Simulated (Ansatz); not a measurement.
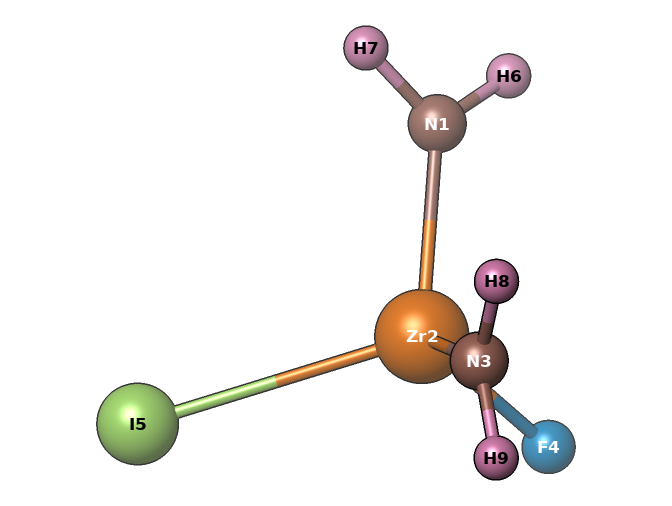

Source: calculation with Ansatz.

Zr2 lies behind N3. The molecule seen a little off the N3–Zr2 bond, N3 in front. Distant atoms are faded towards the background colour. Charge +1, doublet. Geometry: the geometry of the neutral molecule. Other spin states may lie lower.

What is the torsion angle H8–N3–Zr2–I5? The sign is positive where the front bond must turn clockwise to cover the back bond.

Answer. −109°, anticlinal.
